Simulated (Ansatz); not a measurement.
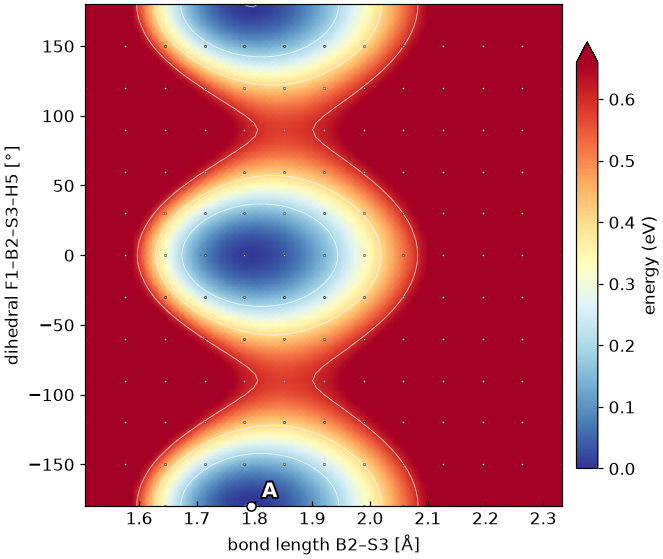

BFH₂S, SMILES FBS. The first coordinate is: bond length B2–S3; the second: dihedral F1–B2–S3–H5. Nothing is relaxed (all other coordinates rigid). The grid has 13 × 12 points; 91 points were computed and 65 follow by symmetry. Points are written as (first, second). Energies are in eV, from the lowest grid point. Level of theory: RKS PBE0-D4/def2-TZVP in Ansatz 0.2.0.

Drawn: a smooth colour map with a few white contour lines, dots at the grid points, one colour for all values above the top of the scale, the well A. Between grid points the surface is interpolated.

Question: Where is the minimum, and how stiff is the well along each coordinate? Take the well at A.

Answer: The interpolated minimum is at bond length B2–S3 ≈ 1.794 Å, dihedral F1–B2–S3–H5 ≈ −180°. The curvatures there are about 22 eV/Å² and 1 eV/rad², with a cross term of about 0 eV/(Å·rad). Round the minimum the two coordinates are nearly uncoupled.
